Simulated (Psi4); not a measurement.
# GaBH3ClO (SMILES O[B](Cl)[GaH2]) at 5 levels

Wanted: a comparison of 5 runs (BLYP/6-31G*, M06-L/6-31G*, PBE0/6-31G*, r2SCAN/6-31G*, revPBE/6-31G*) of GaBH3ClO. 

The results are computed with Psi4 1.11.

### 1 The system as given

The species is GaBH3ClO (7 atoms), meant as a singlet with charge 0. SMILES: `O[B](Cl)[GaH2]`. The B2–Cl3 distance was set to 2.325 Å, away from the relaxed value.

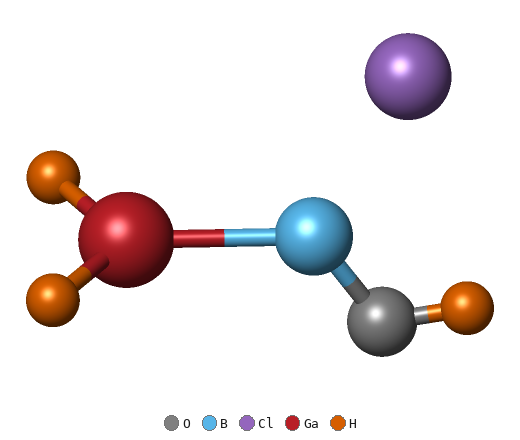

The structure, seen from a chosen angle (oxygen grey, boron blue, chlorine purple, gallium red, hydrogen orange).

### 2 Energy and gradient at BLYP/6-31G(d) (spherical functions) (run 1)

input.dat reads:

```
memory 2200 MB

molecule {
  0 1
  O     -1.124769    -0.907711     1.253619
  B     -0.311169    -0.343511     0.344419
  Cl     0.899000    -1.736200    -1.070500
  Ga    -0.076869     1.727589     0.135719
  H     -1.130169    -1.872911     1.232419
  H     -0.970569     2.553889    -0.859581
  H      1.038731     2.507289     0.923019
  symmetry c1
}

set {
  basis                6-31G*
  reference            rks
  puream               true
  e_convergence        1e-09
  d_convergence        1e-08
  scf_type             pk
  dft_radial_points    99
  dft_spherical_points 590
}

e, wfn = gradient("blyp", return_wfn=True)
oeprop(wfn, "WIBERG_LOWDIN_INDICES", "DIPOLE", "MULLIKEN_CHARGES", title="BLYP")
```

Run with:

```bash
psi4 -n 1 input.dat output.dat
```

output.dat:

```text
[...]
  Running in c1 symmetry.
[...]
  Nuclear repulsion =  255.052151792941231
[...]
  Multiplicity = 1
[...]
  Nalpha       = 32
  Nbeta        = 32
[...]
    Number of basis functions: 84
[...]
   @RKS iter   1: -2484.40234894209152   -1.32667e+00   3.73373e-02 ADIIS/DIIS
[...]
   @RKS iter  15: -2486.68666488055305   -1.81899e-12   2.66248e-09 DIIS
[...]
  @RKS Final Energy: -2486.68666488055305
   => Energetics <=
    Nuclear Repulsion Energy =            255.0521517929412312
    One-Electron Energy =               -3964.4035253977735920
    Two-Electron Energy =                1339.6213746867708778
    DFT Exchange-Correlation Energy =    -116.9566659624912859
    Empirical Dispersion Energy =           0.0000000000000000
    VV10 Nonlocal Energy =                  0.0000000000000000
    Total Energy =                      -2486.6866648805530531
[...]
  -Total Gradient:
     Atom            X                  Y                   Z
    ------   -----------------  -----------------  -----------------
       1       -0.011398695682    -0.012469052459     0.012614598465
       2       -0.012449404656     0.021789305370     0.014742799792
       3        0.026941940781    -0.028487633940    -0.031437135556
       4       -0.004953091566     0.001362011058     0.005662130521
       5        0.000982898395     0.019334570923    -0.000568942448
       6        0.003649135667    -0.000855170633     0.002337322895
       7       -0.002774368521    -0.000676240167    -0.003348956190
[...]
```

Run time: 14 s. Hardware: 1 thread of Intel Xeon 6975P-C (Granite Rapids), shared host; peak memory 1 GiB.

### 3 Energy and forces at M06-L/6-31G(d) (spherical functions) (run 2)

bclgah3o.json reads:

```json
{
 "schema_name": "qcschema_input",
 "schema_version": 1,
 "molecule": {
  "schema_name": "qcschema_molecule",
  "schema_version": 2,
  "symbols": ["O", "B", "Cl", "Ga", "H", "H", "H"],
  "geometry": [-2.12550536, -1.71532519, 2.36899657, -0.58802419, -0.64914171, 0.65085758, 1.69886379, -3.2809425, -2.02295182, -0.14526136, 3.26467007, 0.25647174, -2.13570988, -3.53928885, 2.32893438, -1.8341096, 4.82615076, -1.62437267, 1.96291711, 4.73808953, 1.74425312],
  "molecular_charge": 0,
  "molecular_multiplicity": 1,
  "fix_symmetry": "c1",
  "fix_com": true,
  "fix_orientation": true
 },
 "driver": "gradient",
 "model": {
  "method": "m06-l",
  "basis": "6-31G*"
 },
 "keywords": {
  "puream": true,
  "e_convergence": 1e-09,
  "d_convergence": 1e-08,
  "scf_type": "pk",
  "dft_radial_points": 99,
  "dft_spherical_points": 590,
  "scf_properties": ["MAYER_INDICES", "MULLIKEN_CHARGES", "QUADRUPOLE"]
 }
}
```

Run with:

```bash
psi4 --qcschema bclgah3o.json -n 1 --memory 2200MB
```

stdout:

```text
[...]
  Running in c1 symmetry.
[...]
  Nuclear repulsion =  255.052151767851797
[...]
  Multiplicity = 1
[...]
  Nalpha       = 32
  Nbeta        = 32
[...]
    Number of basis functions: 84
[...]
   @RKS iter   1: -2484.41203591050134   -1.58795e+00   3.67070e-02 ADIIS/DIIS
[...]
   @RKS iter  14: -2486.57818887330723   -2.72848e-12   2.94603e-09 DIIS
[...]
  @RKS Final Energy: -2486.57818887330723
   => Energetics <=
    Nuclear Repulsion Energy =            255.0521517678517966
    One-Electron Energy =               -3965.4529878281705351
    Two-Electron Energy =                1340.7715914981672540
    DFT Exchange-Correlation Energy =    -116.9489443111557847
    Empirical Dispersion Energy =           0.0000000000000000
    VV10 Nonlocal Energy =                  0.0000000000000000
    Total Energy =                      -2486.5781888733072265
[...]
  -Total Gradient:
     Atom            X                  Y                   Z
    ------   -----------------  -----------------  -----------------
       1       -0.019116173902    -0.004469401219     0.021617822687
       2       -0.007100237771     0.025956755859     0.008773423873
       3        0.029862705660    -0.030998059772    -0.034826738482
       4       -0.006256166963    -0.000839065169     0.007081797249
       5        0.000747016288     0.007924985635    -0.000624199735
       6        0.002356810237     0.001183667717     0.000290346388
       7       -0.000533690664     0.001283395604    -0.002265231851
[...]
```

The result, in JSON:

```text
{
 "driver": "gradient",
 "model": {
  "method": "m06-l",
  "basis": "6-31G*"
 },
 "success": true,
 "return_result": [-0.019116173901737976, -0.00446940121909685, 0.021617822687411026, -0.007100237770687745, 0.025956755858688563, 0.008773423873123132, 0.029862705660460828, -0.0309980597717487, -0.03482673848176193, -0.006256166963269276, -0.000839065169066908, 0.007081797249278923, 0.0007470162880645493, 0.007924985635391901, -0.0006241997347018768, 0.0023568102368176774, 0.0011836677165268233, 0.0002903463881401419, -0.0005336906640411171, 0.0012833956042957728, -0.002265231850757554],
 "properties": {
  "calcinfo_nbasis": 84,
  "calcinfo_nmo": 84,
  "calcinfo_nalpha": 32,
  "calcinfo_nbeta": 32,
  "calcinfo_natom": 7,
  "nuclear_repulsion_energy": 255.0521517678518,
  "return_energy": -2486.578188873307,
  "return_gradient": [-0.019116173901737976, -0.00446940121909685, 0.021617822687411026, -0.007100237770687745, 0.025956755858688563, 0.008773423873123132, 0.029862705660460828, -0.0309980597717487, -0.03482673848176193, -0.006256166963269276, -0.000839065169066908, 0.007081797249278923, 0.0007470162880645493, 0.007924985635391901, -0.0006241997347018768, 0.0023568102368176774, 0.0011836677165268233, 0.0002903463881401419, -0.0005336906640411171, 0.0012833956042957728, -0.002265231850757554],
  "scf_one_electron_energy": -3965.4529878281705,
  "scf_two_electron_energy": 1340.7715914981673,
  "scf_xc_energy": -116.94894431115578,
  "scf_dipole_moment": [-0.9158401280236363, 0.3943408408738165, 1.0522154053090287],
  "scf_total_energy": -2486.578188873307,
  "scf_total_gradient": [-0.019116173901737976, -0.00446940121909685, 0.021617822687411026, -0.007100237770687745, 0.025956755858688563, 0.008773423873123132, 0.029862705660460828, -0.0309980597717487, -0.03482673848176193, -0.006256166963269276, -0.000839065169066908, 0.007081797249278923, 0.0007470162880645493, 0.007924985635391901, -0.0006241997347018768, 0.0023568102368176774, 0.0011836677165268233, 0.0002903463881401419, -0.0005336906640411171, 0.0012833956042957728, -0.002265231850757554],
  "scf_iterations": 14
 }
}
```

Wall time 26 s (1 thread of Intel Xeon 6975P-C (Granite Rapids), shared host); peak memory 1.2 GiB.

Runs 3 to 4 aren't shown in full; the table further down has their settings and results.

### 4 A single-point energy at revPBE/6-31G(d) (spherical functions) (run 5)

calc.in reads:

```
memory 2200 mb

molecule molecule1 {
  0 1
  O
  B 1 1.344214
  Cl 2 2.325099 1 118.37399
  Ga 2 2.094733 1 123.37232 3 179.99219
  H 1 0.965448 2 114.08867 4 179.97981
  H 4 1.572289 2 121.27201 1 -91.53881
  H 4 1.572367 6 117.36431 2 177.5162
  units angstrom
  symmetry c1
  no_reorient
  no_com
}

set {
  puream true
  e_convergence 1e-09
  d_convergence 1e-08
  scf_type pk
  dft_radial_points 99
  dft_spherical_points 590
}

result, w = energy("revpbe/6-31G*", return_wfn=True)
oeprop(w, "MAYER_INDICES", "DIPOLE", "WIBERG_LOWDIN_INDICES", title="REVPBE")
```

Run with:

```bash
psi4 -i calc.in -o calc.out -n 1
```

calc.out:

```text
[...]
  Running in c1 symmetry.
[...]
  Nuclear repulsion =  255.052176326077159
[...]
  Multiplicity = 1
[...]
  Nalpha       = 32
  Nbeta        = 32
[...]
    Number of basis functions: 84
[...]
   @RKS iter   1: -2484.12242522877341   -1.31769e+00   3.71854e-02 ADIIS/DIIS
[...]
   @RKS iter  14: -2486.39590472679765   -1.18234e-11   8.42177e-09 DIIS
[...]
  @RKS Final Energy: -2486.39590472679765
   => Energetics <=
    Nuclear Repulsion Energy =            255.0521763260771593
    One-Electron Energy =               -3964.6151325463597459
    Two-Electron Energy =                1339.8399456753388677
    DFT Exchange-Correlation Energy =    -116.6728941818540619
    Empirical Dispersion Energy =           0.0000000000000000
    VV10 Nonlocal Energy =                  0.0000000000000000
    Total Energy =                      -2486.3959047267976530
[...]
 Multipole Moments:
 ------------------------------------------------------------------------------------
     Multipole            Electronic (a.u.)      Nuclear  (a.u.)        Total (a.u.)
 ------------------------------------------------------------------------------------
 L = 1.  Multiply by 2.5417464519 to convert [e a0] to [Debye]
 Dipole X            :         -0.0001561            0.0002479            0.0000918
 Dipole Y            :          4.4450901           -3.6581061            0.7869840
 Dipole Z            :          1.9671601           -3.0392102           -1.0720501
 Magnitude           :                                                    1.3299004
[...]
```

Run time: 12 s. Hardware: 1 thread of Intel Xeon 6975P-C (Granite Rapids), shared host; peak memory 1 GiB.

### 5 Overview of the runs

```csv
run,level,task,energy (Eh),dipole moment (D),HOMO energy (eV),LUMO energy (eV),wall time
1,BLYP/6-31G* (spherical functions),gradient,-2486.686665,3.32,-6.39,-3.05,14 s
2,M06-L/6-31G* (spherical functions),gradient,-2486.578189,3.68,-6.84,-2.92,26 s
3,PBE0/6-31G* (spherical functions),gradient,-2486.125221,3.52,-7.92,-2.38,15 s
4,r2SCAN/6-31G* (spherical functions),gradient,-2486.547840,3.49,-6.93,-2.98,28 s
5,revPBE/6-31G* (spherical functions),energy,-2486.395905,3.38,-6.54,-3.04,12 s
```

### 6 Summary of results

```
            quantity           value
 run 5: total energy  -2486.39590 Eh
run 5: dipole moment          3.38 D
  run 5: HOMO energy        -6.54 eV
  run 5: LUMO energy        -3.04 eV
run 5: HOMO–LUMO gap         3.51 eV
```

**Reading.** The dipole moment (its size) runs from 3.32 D (BLYP/6-31G*) to 3.68 D (M06-L/6-31G*). The HOMO–LUMO gap runs from 3.34 eV (BLYP/6-31G*) to 5.54 eV (PBE0/6-31G*). Totals of different functionals can't be ranked against each other. All runs together took 96 s, the longest 28 s.
